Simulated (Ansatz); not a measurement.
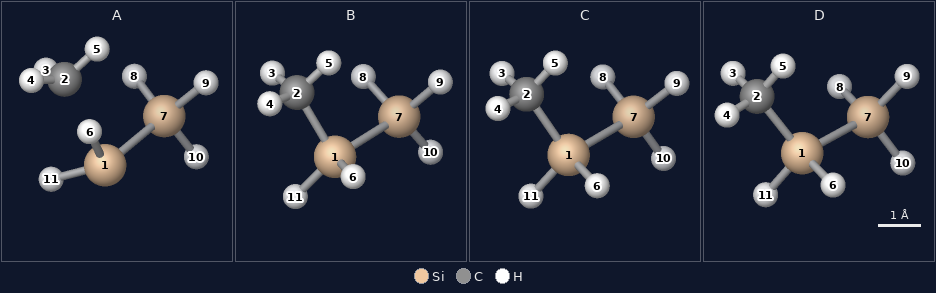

4 geometries from a converged minimum-energy path of CH$_{8}$Si$_{2}$, shuffled. A ball-and-stick model, seen from a free direction.

Theory: RKS revPBE/6-31G* in Ansatz. Settings: 5 movable images; climbing image; force threshold 0.05 eV/Å; iteration limit 60; starting path through a guess of the saddle point.

### Which of them lies highest in energy?

A. In order along the path, whose images run from 0 to 6: D (image 0, 0.0 kJ/mol), C (image 1, +2.0 kJ/mol), B (image 2, +25.3 kJ/mol), A (image 4, +261.7 kJ/mol). Breaking: Si1–C2 (1.91 → 2.35 at the top → 3.24 Å), Si1–H6 (1.51 → 1.54 at the top → 2.81 Å). Forming: C2–H6 (2.81 → 1.54 at the top → 1.10 Å).
